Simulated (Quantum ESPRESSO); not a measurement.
# BaLiF3 (Pm-3m): zone-centre phonons

Which modes does BaLiF3 (Pm-3m) have at the zone centre?

Calculated with Quantum ESPRESSO 7.5; DFT LDA, scalar-relativistic, plane waves, GBRV ultrasoft pseudopotentials.

## 1. The starting structure

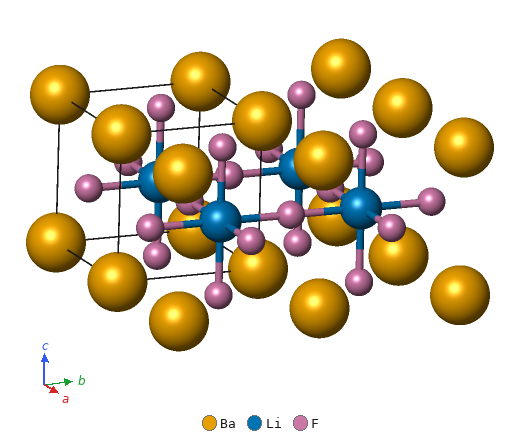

The cell as given, slightly off an axis (barium orange, lithium blue, fluorine pink). 2×2×1 cells are drawn. Some periodic images of atoms are drawn too.

As a file:

```
CELL_PARAMETERS angstrom
3.98858 0.00000 0.00000
0.00000 3.98858 0.00000
0.00000 0.00000 3.98858
ATOMIC_POSITIONS crystal
Ba 0.00000 0.00000 0.00000
Li 0.50000 0.50000 0.50000
F 0.00000 0.50000 0.50000
F 0.50000 0.50000 0.00000
F 0.50000 0.00000 0.50000
```

## 2. A first look

Before anything dear is run, a loose run with smearing shows whether this is a metal and how far the cell is from rest.

probe.in reads:

```
&control
   calculation = 'scf'
   prefix = 'x'
   outdir = './tmp'
   pseudo_dir = './pseudo'
   tprnfor = .true.
   tstress = .true.
   verbosity = 'high'
/
&system
   ibrav = 1
   celldm(1) = 7.53732693
   nat = 5
   ntyp = 3
   ecutwfc = 55.0
   ecutrho = 440.0
   occupations = 'smearing'
   smearing = 'gaussian'
   degauss = 0.01
/
&electrons
   conv_thr = 1.0d-07
   mixing_beta = 0.7
   electron_maxstep = 100
/
ATOMIC_SPECIES
 Ba    137.3270  Ba.upf
 Li      6.9400  Li.upf
 F      18.9984  F.upf
ATOMIC_POSITIONS crystal
 Ba     0.000000000   0.000000000   0.000000000
 Li     0.500000000   0.500000000   0.500000000
 F      0.000000000   0.500000000   0.500000000
 F      0.500000000   0.500000000   0.000000000
 F      0.500000000   0.000000000   0.500000000
K_POINTS automatic
 4 4 4 0 0 0
```

Started as:

```bash
$ OMP_NUM_THREADS=1 mpirun -n 4 pw.x -nk 4 -in probe.in > probe.out
```

The log of the run:

```text
[banners, grids, parts of the stress and lines that vanish by symmetry left out]
Program PWSCF v.7.5
     bravais-lattice index     =            1
     lattice parameter (alat)  =       7.5373  a.u.
[...]
kinetic-energy cutoff     =      55.0000  Ry
     charge density cutoff     =     440.0000  Ry
     scf convergence threshold =      1.0E-07
[...]
Exchange-correlation=  SLA  PZ   NOGX NOGC
                           (   1   1   0   0   0   0   0)
[...]
48 Sym. Ops., with inversion, found
[...]
(     0          1          0      )
                  (     0          0          1      )
[...]
(  0.0000000  1.0000000  0.0000000 )
                  (  0.0000000  0.0000000  1.0000000 )
[...]
(     0         -1          0      )
                  (     0          0          1      )
[...]
( -1.0000000  0.0000000  0.0000000 )
                  (  0.0000000  1.0000000  0.0000000 )
[...]
number of k points=    10  Gaussian smearing, width (Ry)=  0.0100
[...]
End of self-consistent calculation
[...]
the Fermi energy is     7.7456 ev
!    total energy              =    -231.15250946 Ry
[...]
convergence has been achieved in   7 iterations
[...]
atom    1 type  1   force =     0.00000000    0.00000000    0.00000000
     atom    2 type  2   force =     0.00000000    0.00000000    0.00000000
     atom    3 type  3   force =     0.00000000    0.00000000    0.00000000
     atom    4 type  3   force =     0.00000000    0.00000000    0.00000000
     atom    5 type  3   force =     0.00000000    0.00000000    0.00000000
[...]
Total force =     0.000000     Total SCF correction =     0.000000
[...]
total   stress  (Ry/bohr**3)                   (kbar)     P=      -53.17
[...]
XML data file, charge density, pseudopotentials, collected wavefunctions

   JOB DONE.
```

It took 5.9 s on 4 MPI ranks of Arm Neoverse V2, shared host.

This step gave:

```
volume per atom   : 12.69 Å³
pressure          : -5.317 GPa
gap on the k-mesh : 6.545 eV
```

A gap of 6.5 eV opens on this mesh, so the crystal is taken as an insulator; the start stands at -5.3 GPa.

## 3. Relaxation

The relaxation runs at a cutoff a fifth above that of the response, since stress converges more slowly with the basis than frequencies do. Forces and stress are brought to rest with tight thresholds.

relax.in reads:

```
&control
   calculation = 'vc-relax'
   prefix = 'x'
   outdir = './tmp'
   pseudo_dir = './pseudo'
   tprnfor = .true.
   tstress = .true.
   forc_conv_thr = 2.0d-05
   etot_conv_thr = 1.0d-07
   nstep = 40
/
&system
   ibrav = 1
   celldm(1) = 7.53732693
   nat = 5
   ntyp = 3
   ecutwfc = 66
   ecutrho = 528.0
   occupations = 'fixed'
   nbnd = 19
/
&electrons
   conv_thr = 1.0d-11
   mixing_beta = 0.7
   electron_maxstep = 100
/
&ions
/
&cell
   press_conv_thr = 0.2
/
ATOMIC_SPECIES
 Ba    137.3270  Ba.upf
 Li      6.9400  Li.upf
 F      18.9984  F.upf
ATOMIC_POSITIONS crystal
 Ba     0.000000000   0.000000000   0.000000000
 Li     0.500000000   0.500000000   0.500000000
 F      0.000000000   0.500000000   0.500000000
 F      0.500000000   0.500000000   0.000000000
 F      0.500000000   0.000000000   0.500000000
K_POINTS automatic
 6 6 6 0 0 0
```

Started as:

```bash
$ OMP_NUM_THREADS=1 mpirun -n 4 pw.x -nk 4 -in relax.in > relax.out
```

The log of the run:

```text
[banners, grids, parts of the stress and lines that vanish by symmetry left out]
[banner, memory and clock lines left out]
Program PWSCF v.7.5

[...]
kinetic-energy cutoff     =      66.0000  Ry
     charge density cutoff     =     528.0000  Ry
     scf convergence threshold =      1.0E-11
[...]
energy convergence thresh.=      1.0E-07
     force convergence thresh. =      2.0E-05
     press convergence thresh. =      2.0E-01
     Exchange-correlation=  SLA  PZ   NOGX NOGC
                           (   1   1   0   0   0   0   0)
[...]
48 Sym. Ops., with inversion, found
[...]
number of k points=    20
[...]
End of self-consistent calculation
[...]
highest occupied, lowest unoccupied level (ev):     4.5312   11.0762
!    total energy              =    -231.15266251 Ry
[...]
convergence has been achieved in  12 iterations
[...]
atom    1 type  1   force =     0.00000000    0.00000000    0.00000000
     atom    2 type  2   force =     0.00000000    0.00000000    0.00000000
     atom    3 type  3   force =     0.00000000    0.00000000    0.00000000
     atom    4 type  3   force =     0.00000000    0.00000000    0.00000000
     atom    5 type  3   force =     0.00000000    0.00000000    0.00000000
     Total force =     0.000000     Total SCF correction =     0.000000
[...]
total   stress  (Ry/bohr**3)                   (kbar)     P=      -52.77
[...]
number of bfgs steps    =   0
[...]
CELL_PARAMETERS (alat=  7.53732693)
[...]
ATOMIC_POSITIONS (crystal)
Ba               0.0000000000        0.0000000000        0.0000000000
Li               0.5000000000        0.5000000000        0.5000000000
F                0.0000000000        0.5000000000        0.5000000000
F                0.5000000000        0.5000000000        0.0000000000
[...]
New effective cutoffs (rho, wfc):  536.31   67.20
[...]
End of self-consistent calculation
[...]
highest occupied, lowest unoccupied level (ev):     4.8403   11.4243
!    total energy              =    -231.15600894 Ry
[...]
convergence has been achieved in   7 iterations
[...]
atom    1 type  1   force =     0.00000000    0.00000000    0.00000000
     atom    2 type  2   force =     0.00000000    0.00000000    0.00000000
     atom    3 type  3   force =     0.00000000    0.00000000    0.00000000
     atom    4 type  3   force =     0.00000000    0.00000000    0.00000000
     atom    5 type  3   force =     0.00000000    0.00000000    0.00000000
     Total force =     0.000000     Total SCF correction =     0.000000
[...]
total   stress  (Ry/bohr**3)                   (kbar)     P=      -33.34
[...]
number of bfgs steps    =   1
[...]
CELL_PARAMETERS (alat=  7.53732693)
[...]
ATOMIC_POSITIONS (crystal)
[...]
New effective cutoffs (rho, wfc):  551.17   69.06
[...]
End of self-consistent calculation
[...]
highest occupied, lowest unoccupied level (ev):     5.3318   11.9686
!    total energy              =    -231.15787776 Ry
[...]
convergence has been achieved in   9 iterations
[...]
atom    1 type  1   force =     0.00000000    0.00000000    0.00000000
     atom    2 type  2   force =     0.00000000    0.00000000    0.00000000
     atom    3 type  3   force =     0.00000000    0.00000000    0.00000000
     atom    4 type  3   force =     0.00000000    0.00000000    0.00000000
[...]
Total force =     0.000000     Total SCF correction =     0.000000
[...]
total   stress  (Ry/bohr**3)                   (kbar)     P=        1.63
[...]
number of bfgs steps    =   2
[...]
CELL_PARAMETERS (alat=  7.53732693)
[...]
ATOMIC_POSITIONS (crystal)
[...]
New effective cutoffs (rho, wfc):  550.49   68.97
[...]
End of self-consistent calculation
[...]
highest occupied, lowest unoccupied level (ev):     5.3087   11.9433
!    total energy              =    -231.15788159 Ry
[...]
convergence has been achieved in   7 iterations
[...]
Total force =     0.000000     Total SCF correction =     0.000000
[...]
total   stress  (Ry/bohr**3)                   (kbar)     P=       -0.13
[...]
number of bfgs steps    =   3
[...]
CELL_PARAMETERS (alat=  7.53732693)
[...]
ATOMIC_POSITIONS (crystal)
[...]
New effective cutoffs (rho, wfc):  550.54   68.98
[...]
End of self-consistent calculation
[...]
highest occupied, lowest unoccupied level (ev):     5.3103   11.9451
!    total energy              =    -231.15788161 Ry
[...]
convergence has been achieved in   5 iterations
[...]
atom    3 type  3   force =     0.00000000    0.00000000    0.00000000
     atom    4 type  3   force =     0.00000000    0.00000000    0.00000000
     atom    5 type  3   force =     0.00000000    0.00000000    0.00000000
     Total force =     0.000000     Total SCF correction =     0.000000
[...]
total   stress  (Ry/bohr**3)                   (kbar)     P=       -0.00
[...]
bfgs converged in   5 scf cycles and   4 bfgs steps
[...]
End of BFGS Geometry Optimization
     Final enthalpy           =    -231.1578816085 Ry
     File ./tmp/x.bfgs deleted, as requested
[...]
CELL_PARAMETERS (alat=  7.53732693)
[...]
ATOMIC_POSITIONS (crystal)
[...]
F                0.5000000000        0.5000000000        0.0000000000
F                0.5000000000        0.0000000000        0.5000000000
[...]
Final scf calculation at the relaxed structure.
[...]
kinetic-energy cutoff     =      66.0000  Ry
     charge density cutoff     =     528.0000  Ry
     scf convergence threshold =      1.0E-13
[...]
press convergence thresh. =      2.0E-01
     Exchange-correlation=  SLA  PZ   NOGX NOGC
                           (   1   1   0   0   0   0   0)
[...]
48 Sym. Ops., with inversion, found
[...]
number of k points=    20
[...]
End of self-consistent calculation
[...]
highest occupied, lowest unoccupied level (ev):     5.3103   11.9451
!    total energy              =    -231.15784838 Ry
[...]
convergence has been achieved in  13 iterations
[...]
atom    1 type  1   force =     0.00000000    0.00000000    0.00000000
     atom    2 type  2   force =     0.00000000    0.00000000    0.00000000
     atom    3 type  3   force =     0.00000000    0.00000000    0.00000000
     atom    4 type  3   force =     0.00000000    0.00000000    0.00000000
     atom    5 type  3   force =     0.00000000    0.00000000    0.00000000
     Total force =     0.000000     Total SCF correction =     0.000000
[...]
total   stress  (Ry/bohr**3)                   (kbar)     P=        0.02
[...]
XML data file, charge density, pseudopotentials, collected wavefunctions
```

Elapsed: 53 s, on 4 MPI ranks.

Step by step:

```
step  energy less that of the first step (eV)  largest force (eV/Å)  pressure (GPa)  volume (Å³)
   1                                   0.0000                0.0000           -5.28        63.45
   2                                  -0.0455                0.0000           -3.33        61.76
   3                                  -0.0710                0.0000            0.16        59.28
   4                                  -0.0710                0.0000           -0.01        59.39
   5                                  -0.0710                0.0000            0.00        59.38
   6                                  -0.0706                0.0000            0.00        59.38
```

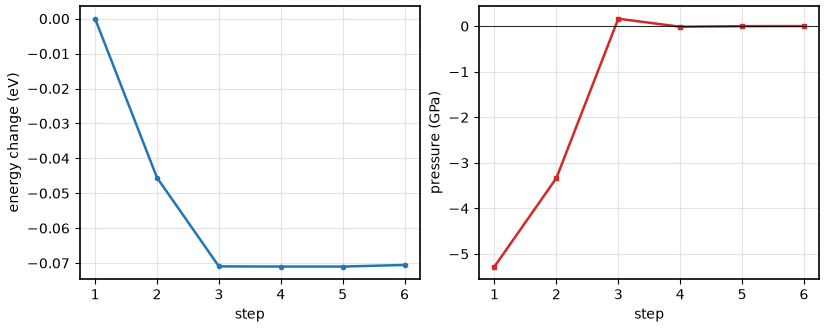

Energy and pressure along the relaxation.

```
conventional cell, symmetrised  before  after  change
                         a (Å)   3.989  3.901  -2.2 %
                         b (Å)   3.989  3.901  -2.2 %
                         c (Å)   3.989  3.901  -2.2 %
              volume (Å³/atom)   12.69  11.88  -6.4 %
```

The relaxed structure:

```xyz
5
Lattice="3.9014 0.0000 0.0000 0.0000 3.9014 0.0000 0.0000 0.0000 3.9014" Properties=species:S:1:pos:R:3 pbc="T T T"
Ba    0.0000    0.0000    0.0000
Li    1.9507    1.9507    1.9507
F     0.0000    1.9507    1.9507
F     1.9507    1.9507    0.0000
F     1.9507    0.0000    1.9507
```

The last row of the table of steps is pw.x's closing run on a basis chosen anew for the final cell, so its energy can jump.

Numbers from this step:

| Quantity | Value |
| --- | --- |
| volume per atom | 11.88 Å³ |
| pressure | 0.002 GPa |
| gap on the k-mesh | 6.635 eV |

The volume changes by -6.4 % from the cell with which this run began.

## 4. Self-consistent run for the response

The response is built on this ground state, so it is converged far tighter than an energy would need. With a gap, occupations are fixed, which also allows the response to an electric field.

scf.in reads:

```
&control
   calculation = 'scf'
   prefix = 'x'
   outdir = './tmp'
   pseudo_dir = './pseudo'
   tprnfor = .true.
   tstress = .true.
/
&system
   ibrav = 1
   celldm(1) = 7.37261996
   nat = 5
   ntyp = 3
   ecutwfc = 55.0
   ecutrho = 440.0
   occupations = 'fixed'
   nbnd = 19
/
&electrons
   conv_thr = 1.0d-12
   mixing_beta = 0.7
   electron_maxstep = 100
/
ATOMIC_SPECIES
 Ba    137.3270  Ba.upf
 Li      6.9400  Li.upf
 F      18.9984  F.upf
ATOMIC_POSITIONS crystal
 Ba     0.000000000   0.000000000   0.000000000
 Li     0.500000000   0.500000000   0.500000000
 F      0.000000000   0.500000000   0.500000000
 F      0.500000000   0.500000000   0.000000000
 F      0.500000000   0.000000000   0.500000000
K_POINTS automatic
 8 8 8 0 0 0
```

Started as:

```bash
$ OMP_NUM_THREADS=1 mpirun -n 4 pw.x -nk 4 -in scf.in > scf.out
```

The log of the run:

```text
[banners, grids, parts of the stress and lines that vanish by symmetry left out]
[banner, memory and clock lines left out]
Program PWSCF v.7.5

[...]
kinetic-energy cutoff     =      55.0000  Ry
     charge density cutoff     =     440.0000  Ry
     scf convergence threshold =      1.0E-12
[...]
Exchange-correlation=  SLA  PZ   NOGX NOGC
                           (   1   1   0   0   0   0   0)
[...]
48 Sym. Ops., with inversion, found
[...]
number of k points=    35
[...]
End of self-consistent calculation
[...]
highest occupied, lowest unoccupied level (ev):     5.3103   11.9451
!    total energy              =    -231.15770167 Ry
[...]
convergence has been achieved in  14 iterations
[...]
atom    1 type  1   force =     0.00000000    0.00000000    0.00000000
     atom    2 type  2   force =     0.00000000    0.00000000    0.00000000
     atom    3 type  3   force =     0.00000000    0.00000000    0.00000000
     atom    4 type  3   force =     0.00000000    0.00000000    0.00000000
     atom    5 type  3   force =     0.00000000    0.00000000    0.00000000
     Total force =     0.000000     Total SCF correction =     0.000000
[...]
total   stress  (Ry/bohr**3)                   (kbar)     P=       -0.18
[...]
XML data file, charge density, pseudopotentials, collected wavefunctions
```

The job ended after 14 s (4 MPI ranks; 57 s of CPU time).

This step gave:

```yaml
pressure: -0.018 GPa
```

The cell stands at -0.018 GPa, close enough for phonons.

(Part 1 of 4 ends here.)

[Host names and launcher messages were left out of these logs when they were recorded.]

[Logs are printed without paths, hosts, clocks, repeated set-up lines and the standing remarks that a program may print on its own settings, such as how far it seeks lower states.]

[Hosts, paths, dates, database ids (printed as entryN), source tags and the programs' standing remarks are cut or masked in the printed files.]
